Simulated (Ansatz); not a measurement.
The structure below was relaxed with plane-wave PAW DFT at the r2SCAN+rVV10 level (Ansatz, a program for electronic structure, 500 eV), no spin-orbit coupling, at pressure 15 GPa.

```yaml
crystal:
  lattice:
    - [1.82411, 1.05315, 3.08366]
    - [-1.82411, 1.05315, 3.08366]
    - [0.00000, -2.10630, 3.08366]
  atoms:
    - { symbol: As, position: [0.23608, 0.23608, 0.23608] }
    - { symbol: As, position: [0.76392, 0.76392, 0.76392] }
```

**Question.** Find the space group and the Wyckoff positions.

**Answer.** Space group R-3m, hexagonal axes (No. 166); a = 3.648 Å, b = 3.648 Å, c = 9.251 Å, α = 90.00°, β = 90.00°, γ = 120.00°

| atom | site | symmetry | x | y | z |
|---|---|---|---|---|---|
| As | 6c | 3m | 0.0000 | 0.0000 | 0.2361 |

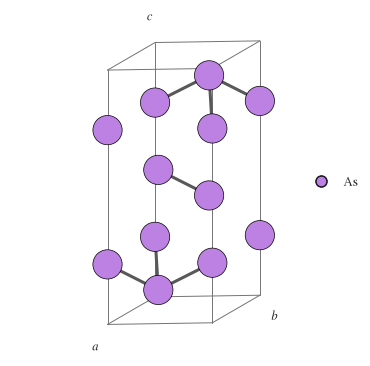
Figure: The conventional cell

Load acts through the strain it causes; cell and atoms are relaxed under it. No phonon test of stability was made. No other phases were tried under pressure. The cell was made from As in the A7 type structure (space group R-3m, No. 166; layered) by this change: pressure 15 GPa.
